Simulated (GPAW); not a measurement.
**Dielectric function and optical constants of ZnAu**

Aim: the dielectric function of ZnAu, and the optical constants that follow from it.

Method: DFT, PBE, plane-wave PAW (GPAW data sets), scalar-relativistic, RPA, optical limit, in GPAW 26.7.0.

**1. Starting point**

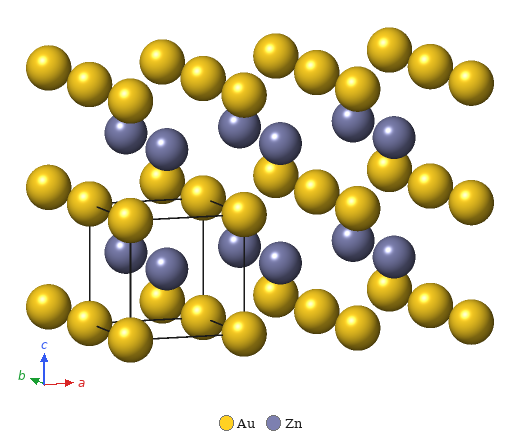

Start, viewed slightly off an axis; gold yellow, zinc blue. 3×2×2 cells are drawn. Some periodic images of atoms are drawn too.

Structure file:

```xyz
2
Lattice="3.1470 0.0000 0.0000 0.0000 3.1470 0.0000 0.0000 0.0000 3.1470" Properties=species:S:1:pos:R:3 pbc="T T T"
Au    0.0000    0.0000    0.0000
Zn    1.5735    1.5735    1.5735
```

**2. Bands for the response**

The response needs many more empty bands than the density does.

This step: DFT, PBE, plane-wave PAW (GPAW data sets), scalar-relativistic, bands at fixed density (GPAW 26.7.0).

Contents of nscf.py:

```python
from ase.dft.bandgap import bandgap
from gpaw import GPAW, FermiDirac

calc = GPAW('gs.gpw').fixed_density(kpts={'size': (14, 14, 14), 'gamma': True}, nbands=35, convergence={'bands': 29},
                                    occupations=FermiDirac(0.05), txt='nscf.txt')
print('gap (eV)', bandgap(calc, output=None)[0])
print('direct gap (eV)', bandgap(calc, direct=True, output=None)[0])
print('top band over the Fermi level (eV)', min(calc.get_eigenvalues(kpt=k)[28] for k in range(len(calc.get_ibz_k_points()))) - calc.get_fermi_level())
calc.write('full.gpw', mode='all')
```

Run with:

```console
> OMP_NUM_THREADS=1 python nscf.py
```

Numbers of over 12 decimals in the logs are rounded to 6 here.

Output:

```text
Diagonalizing LCAO Hamiltonian
Converting LCAO to pw mode
convergence criteria:
- Maximum integral of absolute [eigenst]ate change: 4e-08 eV^2 / valence electron
maximum number of iterations: 150

SCF iterations
|iter     |      energy | eigst |  dens |
|iter:   1||             | +2.99 |       |
|iter:   2||             | +1.59 |       |
|iter:   3||             | +0.18 |       |
|iter:   4||             | -0.99 |       |
|iter:   5||             | -2.10 |       |
|iter:   6||             | -3.04 |       |
|iter:   7||             | -4.05 |       |
|iter:   8||             | -4.88 |       |
|iter:   9||             | -5.78 |       |
|iter:  10||             | -6.58 |       |
|iter:  11||             | -7.22 |       |
|iter:  12||             | -7.71c|       |
SCF steps: 12
  __  _  _
 | _ |_)|_||  |
 |__||  | ||/\| - 26.7.0

Versions:
  Python: 3.12.14
  ASE:    3.29.0
  Numpy:  2.5.5
  Scipy:  1.18.1
  Libxc:  7.0.0

Input parameters:
  mode=PW(ecut=500.0),
  convergence={'bands': 29},
  gpts=array([18, 18, 18]),
  kpts=MonkhorstPack(size=(14, 14, 14), gamma=True),
  maxiter=150,
  nbands=35,
  occupations=Occupations(name='fermi-dirac', width=0.05, fixmagmom=False),
  parallel={},
  xc=XC(name='PBE')

--- standard output ---
gap (eV) 0.0
direct gap (eV) 0.0
top band over the Fermi level (eV) 30.260076
```

Run time: 76 s. Hardware: 1 thread of Arm Neoverse V1, shared host; peak memory 0.21 GiB.

**3. Dielectric function, RPA**

Local fields let the induced charge screen the field inside the cell, which as a rule lowers ε, most along directions where the density is uneven.

This step: DFT, PBE, plane-wave PAW (GPAW data sets), scalar-relativistic, RPA, optical limit (GPAW 26.7.0).

Contents of df.py:

```python
from gpaw.response.df import DielectricFunction

df = DielectricFunction('full.gpw', frequencies={'type': 'nonlinear', 'domega0': 0.03, 'omega2': 8},
                        ecut=50,
                        eta=0.15,
                        nbands=29,
                        rate=0.05,
                        txt='df.txt')
for direction in ['x']:
    df.get_dielectric_function(xc='RPA', direction=direction, filename=f'df_{direction}.csv')
```

Run with:

```console
> OMP_NUM_THREADS=1 python df.py
```

Output:

```text
Using integrator: PointIntegrator
NonLinearFrequencyDescriptor(from 0.000 to 46.548 eV, 456 points)
Nonperiodic BCs:  [False False False]
Using integrator: PointIntegrator
NonLinearFrequencyDescriptor(from 0.000 to 46.548 eV, 456 points)
Nonperiodic BCs:  [False False False]
Using integrator: PointIntegrator

Calculating chi0 body with:
    Ground state adapter containing:
    Number of spins: 1
    Number of kpoints: 2744
    Number of irreducible kpoints: 120
    Number of completely occupied states: 10
    Number of partially occupied states: 13

    Linear response parametrization:
    q_c: [0.0, 0.0, 0.0]
    Number of frequency points: 456
    Planewave cutoff: 50.0
    Number of bands: 29
    Number of planewaves: 27
    Broadening (eta): 0.15

Integrating chi0 body.

Symmetries of q_c:
    Direct symmetries (Uq -> q): 48
    Indirect symmetries (TUq -> q): 0
In total 48 allowed symmetries.

120 groups of equivalent kpoints. 95.626822% reduction.

Integral kind: spectral function

Calculating chi0 optical extensions with:
    Ground state adapter containing:
    Number of spins: 1
    Number of kpoints: 2744
    Number of irreducible kpoints: 120
    Number of completely occupied states: 10
    Number of partially occupied states: 13

    Linear response parametrization:
    Number of frequency points: 456
    Planewave cutoff: 50.0
    Number of bands: 29
    Number of planewaves: 27
    Broadening (eta): 0.15
Integrating chi0 head and wings.

Symmetries of q_c:
    Direct symmetries (Uq -> q): 48
    Indirect symmetries (TUq -> q): 0
In total 48 allowed symmetries.

120 groups of equivalent kpoints. 95.626822% reduction.

Integral kind: spectral function wings

Calculating drude chi0 with:
    Number of frequency points:456
    Plasma frequency decay rate: 0.05 eV

    Ground state adapter containing:
    Number of spins: 1
    Number of kpoints: 2744
    Number of irreducible kpoints: 120
    Number of completely occupied states: 10
    Number of partially occupied states: 13

Symmetries of q_c:
    Direct symmetries (Uq -> q): 48
    Indirect symmetries (TUq -> q): 0
In total 48 allowed symmetries.

120 groups of equivalent kpoints. 95.626822% reduction.

Integral kind: intraband
Plasma frequency:
[[9.25-0.j 0.  +0.j 0.  +0.j]
 [0.  -0.j 9.25-0.j 0.  +0.j]
 [0.  +0.j 0.  +0.j 9.25-0.j]]
```

It took 15 s on 1 thread; peak memory 0.26 GiB.

Some rows of df_x.csv (energy; Re and Im without local fields; Re and Im with them):

```text
0.000000, 34268.108766, -0.000000, 34267.810299, -0.000000
0.460735, -342.342356, 126.750667, -342.468395, 126.241522
0.943989, -96.275115, 24.494034, -96.344311, 24.482434
1.451455, -34.214407, 7.828728, -34.293246, 7.800800
1.984998, -14.452261, 17.397294, -14.366534, 17.266337
2.546682, -8.914880, 13.031455, -8.700235, 12.894341
3.138794, -10.306927, 7.568731, -10.363059, 7.839621
3.763875, -7.188697, 3.409822, -7.626317, 3.417577
4.424758, -2.985666, 3.554488, -3.181110, 3.464192
5.124608, -2.908946, 3.306974, -3.133812, 3.246278
5.866977, -1.039376, 3.169574, -1.195733, 3.037415
6.655862, -0.523077, 3.424165, -0.654898, 3.300380
7.495775, -0.559793, 3.267168, -0.617806, 3.049758
8.391833, -0.865636, 3.045525, -0.856142, 2.938156
9.349861, -1.099264, 2.519450, -1.073457, 2.474967
10.376517, -0.790308, 1.990679, -0.814303, 1.914465
11.479449, -0.614075, 1.647792, -0.635589, 1.590342
12.667487, -0.177526, 1.360159, -0.222945, 1.271185
13.950874, -0.132269, 1.214236, -0.148935, 1.120148
```

The Im ε, E ∥ x has structure finer than the step of the table below, so its rows give means over 1 eV, whole bins alone (the curve runs from 0.305 to 14.0 eV). Peaks (eV: height): 1.9: 17.4, 2.7: 14.6.

Sum at mesh points, not converged in k. Im ε, E ∥ x against photon energy; means over each step:

| photon energy (eV) | Im ε, E ∥ x |
| --- | --- |
| 1 | 35.4 |
| 2 | 12.7 |
| 3 | 10.6 |
| 4 | 3.44 |
| 5 | 3.47 |
| 6 | 2.94 |
| 7 | 3.21 |
| 8 | 3.07 |
| 9 | 2.70 |
| 10 | 1.99 |
| 11 | 1.65 |
| 12 | 1.30 |
| 13 | 1.23 |

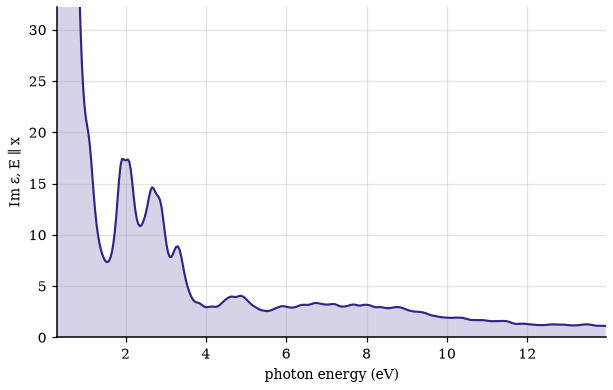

Im ε, E ∥ x against photon energy. Below 1 eV the curve runs off the scale.

Values under 1 per cm are given as 1; sum at mesh points, not converged in k. Absorption coefficient, E ∥ x against photon energy:

| photon energy (eV) | absorption coefficient, E ∥ x (1/cm) |
| --- | --- |
| 1.01 | 9.4e5 |
| 1.99 | 8.6e5 |
| 3.02 | 1.2e6 |
| 3.98 | 1.0e6 |
| 4.98 | 1.0e6 |
| 6.02 | 9.0e5 |
| 6.99 | 1.0e6 |
| 8.03 | 1.2e6 |
| 9.02 | 1.3e6 |
| 10.03 | 1.2e6 |
| 11.03 | 1.2e6 |
| 12.02 | 1.2e6 |
| 13.00 | 1.1e6 |

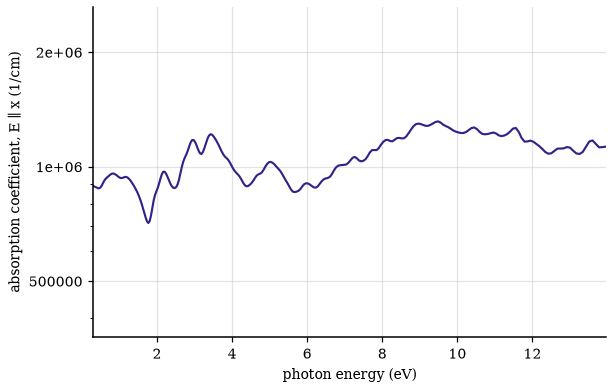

Absorption coefficient, E ∥ x against photon energy.

The Im ε, E ∥ x has structure finer than the step of the table below, so its rows give means over 1 eV, whole bins alone (the curve runs from 0.305 to 14.0 eV). Peaks (eV: height): without local fields 1.9: 17.6, 2.7: 14.6; with local fields 1.9: 17.4, 2.7: 14.6.

Sum at mesh points, not converged in k. The Im ε, E ∥ x by photon energy; means over each step:

| photon energy (eV) | without local fields | with local fields |
| --- | --- | --- |
| 1 | 35.4 | 35.4 |
| 2 | 12.8 | 12.7 |
| 3 | 10.3 | 10.6 |
| 4 | 3.43 | 3.44 |
| 5 | 3.51 | 3.47 |
| 6 | 3.06 | 2.94 |
| 7 | 3.37 | 3.21 |
| 8 | 3.22 | 3.07 |
| 9 | 2.78 | 2.70 |
| 10 | 2.05 | 1.99 |
| 11 | 1.72 | 1.65 |
| 12 | 1.37 | 1.30 |
| 13 | 1.33 | 1.23 |

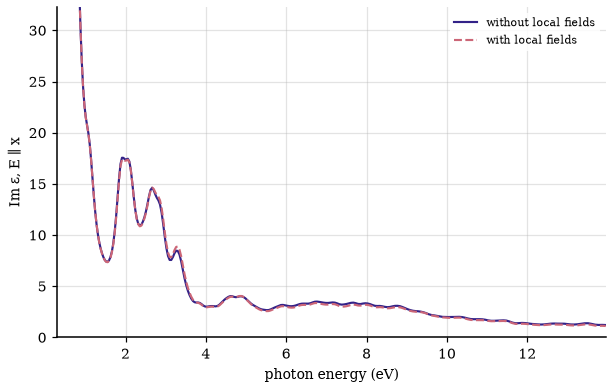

Im ε, E ∥ x, plotted against photon energy. Below 1 eV the curve runs off the scale.

The reflectivity at normal incidence, E ∥ x has structure finer than the step of the table below, so its rows give means over 1 eV, whole bins alone (the curve runs from 0.305 to 14.0 eV). Peaks (eV: height): 3.6: 79.2.

Sum at mesh points, not converged in k. Reflectivity at normal incidence, E ∥ x against photon energy; means over each step:

| photon energy (eV) | reflectivity at normal incidence, E ∥ x (%) |
| --- | --- |
| 1 | 94.5 |
| 2 | 74.9 |
| 3 | 70.2 |
| 4 | 69.3 |
| 5 | 50.9 |
| 6 | 35.0 |
| 7 | 31.2 |
| 8 | 31.1 |
| 9 | 33.5 |
| 10 | 33.1 |
| 11 | 29.9 |
| 12 | 27.1 |
| 13 | 21.1 |

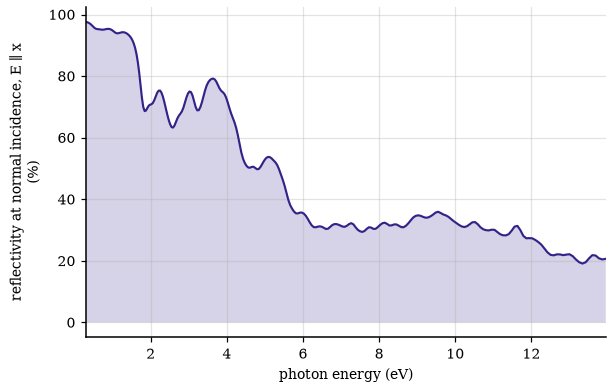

Reflectivity at normal incidence, E ∥ x, plotted against photon energy.

Sum at mesh points, not converged in k. Table of loss function −Im 1/ε at q → 0, E ∥ x by energy loss; read off at these points:

| energy loss (eV) | loss function −Im 1/ε at q → 0, E ∥ x |
| --- | --- |
| 1.0 | 0.00289 |
| 2.0 | 0.0341 |
| 3.0 | 0.0362 |
| 4.0 | 0.0712 |
| 5.0 | 0.151 |
| 6.0 | 0.288 |
| 7.0 | 0.294 |
| 8.0 | 0.296 |
| 9.0 | 0.316 |
| 10.0 | 0.433 |
| 11.0 | 0.526 |
| 12.0 | 0.682 |
| 13.0 | 0.798 |
| 13.2 | 0.840 |

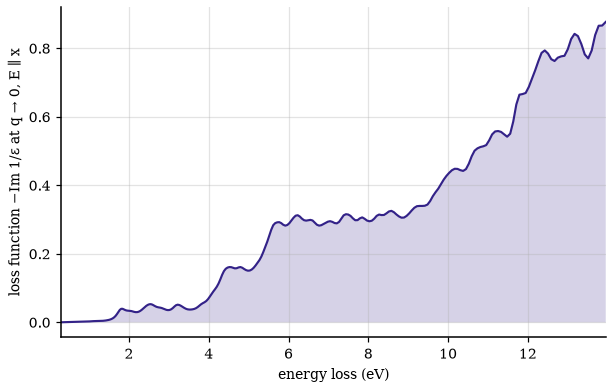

Loss function −Im 1/ε at q → 0, E ∥ x against energy loss.

From ε follow the optical constants at some laser and lamp lines:

| wavelength (nm) | n | k | R (%) | 1/α |
| --- | --- | --- | --- | --- |
| 1064 | 1.02 | 7.967 | 94.0 | 11 nm |
| 800 | 0.70 | 5.233 | 90.7 | 12 nm |
| 532 | 1.42 | 3.875 | 72.8 | 11 nm |
| 405 | 1.13 | 3.652 | 74.7 | 8.8 nm |
| 308 | 0.61 | 2.426 | 71.3 | 10 nm |
| 248 | 0.92 | 2.031 | 52.9 | 9.7 nm |
| 193 | 1.12 | 1.419 | 31.2 | 11 nm |

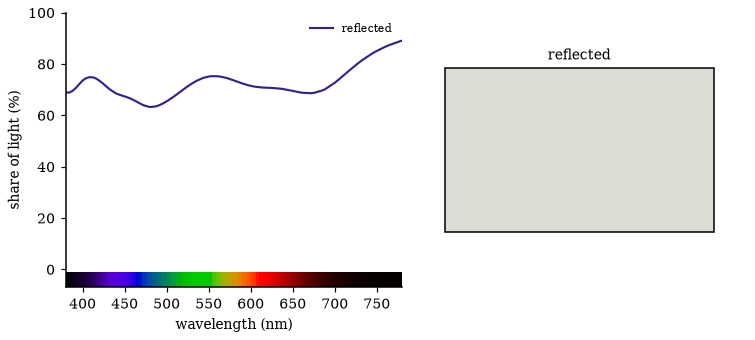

Light reflected across the visible range, with the colour that it makes of daylight (sRGB).

In reflection the computed colour is light grey: x = 0.319, y = 0.338, luminous reflectivity 72 %.

**4. Summary of results**

**Reading.** At this level (PBE, RPA) ZnAu is a metal. The mesh is too coarse to trust the carriers' weight, the reflectivity or the colour to better than tens of per cent. In reflection the computed colour is light grey: x = 0.319, y = 0.338, luminous reflectivity 72 %. The carriers' damping of 0.05 eV is typed, not computed; it shapes the response at the lowest energies. Spin-orbit coupling is left out although heavy atoms are present. In this version of GPAW the matrix elements of the optical limit are incomplete, which can lower ε − 1 by up to a tenth where first-row anions or d states rule, and shift it by more in d metals. GPAW's carrier term has the form −ωp²/(ω + i·rate)², which damps like twice the rate and fails at low energy, so the curves leave the lowest energies out. The sum runs over mesh points 0.14 Å⁻¹ apart with no interpolation, so peaks are partly noise of the mesh, and the Drude plasma energy, a sum over the Fermi surface, isn't converged.

[Machine, clock and banner lines and Python warnings are left out of the logs.]

[Logs are printed without paths, hosts, clocks, repeated set-up lines and the standing remarks that a program may print on its own settings, such as how far it seeks lower states.]

[Hosts, paths, dates, database ids (printed as entryN), source tags and the programs' standing remarks are cut or masked in the printed files.]
